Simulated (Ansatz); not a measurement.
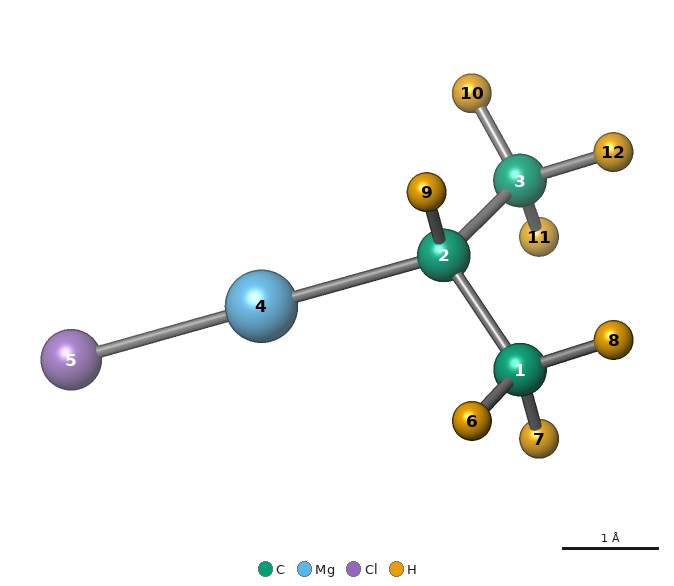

Orthographic view. Atoms fade into the background with distance from the viewer. The geometry was computed by an optimisation with PBE0-D4/def2-TZVP.

Write the connection table.

C1: C2, H6, H7, H8
C2: C1, C3, Mg4, H9
C3: C2, H10, H11, H12
Mg4: C2, Cl5
Cl5: Mg4
(terminal hydrogens appear only as neighbours)
